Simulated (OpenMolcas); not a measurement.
**C5H12Si (vinyltrimethylsilane): levels of theory compared**

Aim: a comparison of 6 runs (HF/3-21G, B2PLYP/6-31G*, M06-2X/6-31G*, TPSS/6-31G*, B3LYP/6-31G*, CCSD(T)/6-31G*) of C5H12Si (vinyltrimethylsilane). 

Program for the calculation: OpenMolcas 26.06.

## (1) The system as given

The species is C5H12Si (18 atoms), meant as a singlet with charge 0. As SMILES, `C=C[Si](C)(C)C`. The C4–H12 distance was set to 2.405 Å, away from the relaxed value. At this shape a bond of the SMILES string is far longer than usual.

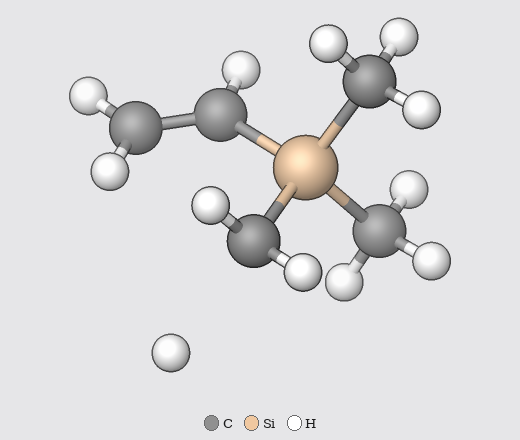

Viewed from a chosen angle; carbon grey, silicon light orange, hydrogen white.

## (2) The energy at HF/3-21G (run 1)

The input, calc.inp:

```
* C5H12Si Hartree-Fock
&GATEWAY
BASLIB=$CurrDir
BASISSET
C.3-21G....
C1 -2.098279 0.697586 0.498109 angstrom
C2 -1.234809 1.299896 -0.315241 angstrom
C4 1.058961 0.441166 1.518279 angstrom
C5 1.156511 3.147786 0.069329 angstrom
C6 1.460321 0.555986 -1.524741 angstrom
End of Basis
BASISSET
Si.3-21G....
Si3 0.615201 1.356426 -0.054241 angstrom
End of Basis
BASISSET
H.3-21G....
H7 -3.168649 0.688106 0.308999 angstrom
H8 -1.773039 0.181876 1.397759 angstrom
H9 -1.643799 1.795086 -1.197491 angstrom
H10 0.583731 0.893166 2.392649 angstrom
H11 2.140241 0.465526 1.678979 angstrom
H12 0.389440 -1.865980 1.413780 angstrom
H13 0.687101 3.641756 0.923719 angstrom
H14 2.240961 3.222256 0.189239 angstrom
H15 0.882181 3.704786 -0.830641 angstrom
H16 1.172751 -0.494134 -1.619111 angstrom
H17 1.191031 1.061016 -2.456331 angstrom
H18 2.548351 0.601126 -1.424071 angstrom
End of Basis
&SEWARD
&SCF
THRESHOLDS=1e-10 1e-07 1e-07 1e-05
PRORBITALS=1 2
```

The basis set 3-21G is read from a file made from the Basis Set Exchange's data (not shown).

The run is started by

```bash
$ export MOLCAS_MEM=1860
$ pymolcas calc.inp > calc.log
```

Standard output:

```text
--- Start Module: gateway ---
[...]
--- Stop Module: gateway /rc=_RC_ALL_IS_WELL_ ---
--- Start Module: seward ---
[...]
      Basis functions           82
--- Stop Module: seward /rc=_RC_ALL_IS_WELL_ ---
[...]
--- Start Module: scf ---
[...]
       Convergence after  16 Iterations
[...]
::    Total SCF energy                               -482.4610373368
[...]
      Total spin, S                                     0.0000000000
[...]
      Total electronic charge=   56.000000
      Total            charge=   -0.000000
[...]
      Dipole Moment (debye):
      Origin of the operator (angstrom)=    0.2660    1.2557    0.0221
                   X=  4.5840E-01               Y=  1.9502E+00               Z=  9.2174E-02           Total=  2.0055E+00
      Quadrupole Moment (debye*angstrom):
[...]
--- Stop Module: scf /rc=_RC_ALL_IS_WELL_ ---
[...]
```

Run time: 4.5 s. Hardware: 1 thread of Intel Xeon 6975P-C (Granite Rapids), shared host; peak memory 0.45 GiB.

## (3) The energy at B2PLYP/6-31G(d) (spherical functions) (run 2)

The input, test.inp:

```
* C5H12Si Kohn-Sham DFT
&gateway
baslib=$CurrDir
basisset
C.6-31Gs....
C1 -2.098279 0.697586 0.498109 angstrom
C2 -1.234809 1.299896 -0.315241 angstrom
C4 1.058961 0.441166 1.518279 angstrom
C5 1.156511 3.147786 0.069329 angstrom
C6 1.460321 0.555986 -1.524741 angstrom
End of Basis
basisset
Si.6-31Gs....
Si3 0.615201 1.356426 -0.054241 angstrom
End of Basis
basisset
H.6-31Gs....
H7 -3.168649 0.688106 0.308999 angstrom
H8 -1.773039 0.181876 1.397759 angstrom
H9 -1.643799 1.795086 -1.197491 angstrom
H10 0.583731 0.893166 2.392649 angstrom
H11 2.140241 0.465526 1.678979 angstrom
H12 0.389440 -1.865980 1.413780 angstrom
H13 0.687101 3.641756 0.923719 angstrom
H14 2.240961 3.222256 0.189239 angstrom
H15 0.882181 3.704786 -0.830641 angstrom
H16 1.172751 -0.494134 -1.619111 angstrom
H17 1.191031 1.061016 -2.456331 angstrom
H18 2.548351 0.601126 -1.424071 angstrom
End of Basis
&seward
gridinput
Grid=UltraFine
End of Grid
&scf
ksdft=B2PLYP_SCF
thresholds=1e-10 1e-07 1e-07 1e-05
prorbitals=1 2
&mbpt2
frozen=10
```

The basis set 6-31G* is read from a file made from the Basis Set Exchange's data (not shown).

The run is started by

```bash
$ export MOLCAS_MEM=1860
$ pymolcas test.inp > test.log
```

Standard output:

```text
--- Start Module: gateway ---
[...]
--- Stop Module: gateway /rc=_RC_ALL_IS_WELL_ ---
[...]
      Basis functions          112
[...]
--- Start Module: scf ---
[...]
       Convergence after  16 Iterations
[...]
::    Total KS-DFT energy                            -486.4064285904
[...]
      Total spin, S                                     0.0000000000
[...]
      Total electronic charge=   56.000000
      Total            charge=   -0.000000
[...]
      Dipole Moment (debye):
      Origin of the operator (angstrom)=    0.2660    1.2557    0.0221
                   X=  5.2302E-01               Y=  1.8679E+00               Z= -9.4149E-03           Total=  1.9398E+00
      Quadrupole Moment (debye*angstrom):
[...]
--- Stop Module: scf /rc=_RC_ALL_IS_WELL_ ---
[...]
--- Start Module: mbpt2 ---
[...]
 ###    WARNING: MP2 implementation intended for RHF references only         ###
 ###############################################################################
MBPT2 WARNING: Reference function according to RunFile:KS-DFT
I'll assume you know what you're doing and continue
WARNING!
Default frozen orbitals as non valence orbitals is overwritten by user input.
Default values:   7
[...]
       Reference weight ( Cref**2 )         =        0.64893
::    Total MBPT2 energy                             -487.3476224929
[...]
      Total MBPT2 calculations                           0.59      0.71
--- Stop Module: mbpt2 /rc=_RC_ALL_IS_WELL_ ---
[...]
```

Run time: 48 s. Hardware: 1 thread of Intel Xeon 6975P-C (Granite Rapids), shared host; peak memory 0.67 GiB.

Runs 3 to 5 aren't shown in full; the table further down has their settings and results.

## (4) A single-point energy at CCSD(T)/6-31G(d) (Cholesky decomposition, spherical functions) (run 6)

The input, geom.xyz:

```xyz
18

C     -2.098279     0.697586     0.498109
C     -1.234809     1.299896    -0.315241
Si     0.615201     1.356426    -0.054241
C      1.058961     0.441166     1.518279
C      1.156511     3.147786     0.069329
C      1.460321     0.555986    -1.524741
H     -3.168649     0.688106     0.308999
H     -1.773039     0.181876     1.397759
H     -1.643799     1.795086    -1.197491
H      0.583731     0.893166     2.392649
H      2.140241     0.465526     1.678979
H      0.389440    -1.865980     1.413780
H      0.687101     3.641756     0.923719
H      2.240961     3.222256     0.189239
H      0.882181     3.704786    -0.830641
H      1.172751    -0.494134    -1.619111
H      1.191031     1.061016    -2.456331
H      2.548351     0.601126    -1.424071
```

The input, test.input:

```
>>> EXPORT MOLCAS_PRINT=2

&GATEWAY
 BasLib=$CurrDir
 Coord=geom.xyz
 Basis=6-31Gs
 Group=NoSym

&SEWARD
 High

&SCF
 Thresholds=1e-10 1e-07 1e-07 1e-05
 PrOrbitals=1 2

&CHCC
 Frozen=10
 Threshold=1e-08
 MaxIterations=80

&CHT3
 Frozen=10
```

The basis set 6-31G* is read from a file made from the Basis Set Exchange's data (not shown).

The run is started by

```bash
$ export MOLCAS_MEM=1860
$ pymolcas test.input > test.log
```

Standard output:

```text
--- Start Module: gateway ---
[...]
--- Stop Module: gateway /rc=_RC_ALL_IS_WELL_ ---
[...]
      Basis functions          112
[...]
       Convergence after  16 Iterations
[...]
::    Total SCF energy                               -485.0451973194
[...]
      Total spin, S                                     0.0000000000
[...]
      Total electronic charge=   56.000000
      Total            charge=   -0.000000
[...]
      Dipole Moment (debye):
      Origin of the operator (angstrom)=    0.2660    1.2557    0.0221
                   X=  5.3519E-01               Y=  2.2699E+00               Z=  6.4472E-02           Total=  2.3331E+00
      Quadrupole Moment (debye*angstrom):
[...]
--- Start Module: chcc ---
[...]
--- Stop Module: chcc /rc=_RC_ALL_IS_WELL_ ---
[...]
--- Start Module: cht3 ---
[...]
--- Stop Module: cht3 /rc=_RC_ALL_IS_WELL_ ---
[...]
```

Run time: 9.3 min. Hardware: 1 thread of Intel Xeon 6975P-C (Granite Rapids), shared host; peak memory 0.29 GiB.

## (5) The series

```csv
run,level,frozen core orbitals,integration grid,energy (Eh),dipole moment (D) of the reference,HOMO energy (eV),LUMO energy (eV),wall time
1,HF/3-21G,–,–,-482.461037,2.01,-8.64,0.80,4.5 s
2,B2PLYP/6-31G* (spherical functions),10,UltraFine,-486.660551,1.94,-7.57,-1.57,48 s
3,M06-2X/6-31G* (spherical functions),–,UltraFine,-486.915730,1.52,-7.84,-2.07,74 s
4,TPSS/6-31G* (spherical functions),–,UltraFine,-487.127111,1.92,-6.11,-3.61,86 s
5,B3LYP/6-31G* (Cartesian functions),–,UltraFine,-487.091322,1.82,-6.73,-3.03,59 s
6,"CCSD(T)/6-31G* (Cholesky decomposition, spherical functions)",10,–,-485.927097,2.33,-8.71,0.63,9.3 min
```

## (6) Results

| quantity | value |
| --- | --- |
| run 6: total energy | -485.92710 Eh |
| run 6: dipole moment (mean-field density) | 2.33 D |
| run 6: HOMO energy (Hartree–Fock orbitals) | -8.71 eV |
| run 6: LUMO energy (Hartree–Fock orbitals) | 0.63 eV |
| run 6: HOMO–LUMO gap (Hartree–Fock orbitals) | 9.34 eV |
| run 6: correlation energy (10 core orbitals frozen) | -881.9 mEh |
| run 6: (T) correction | -34.32 mEh |

Over runs 1, 2, 3, 4, 5 the dipole moment (its size) runs from 1.52 D (M06-2X/6-31G*) to 2.01 D (HF/3-21G). The two ends differ in method and basis. Over runs 1, 2, 3, 4, 5 the HOMO–LUMO gap runs from 2.50 eV (TPSS/6-31G*) to 9.44 eV (HF/3-21G). For B2PLYP the log adds the whole second-order term; the table takes 0.27 of it, as the functional is defined. Totals of different functionals can't be ranked against each other. In runs 1, 2, 3, 4, 5, 6 a closed-shell determinant meets a far-stretched bond, which it describes badly. All runs together took 14 min, the longest 9.3 min.
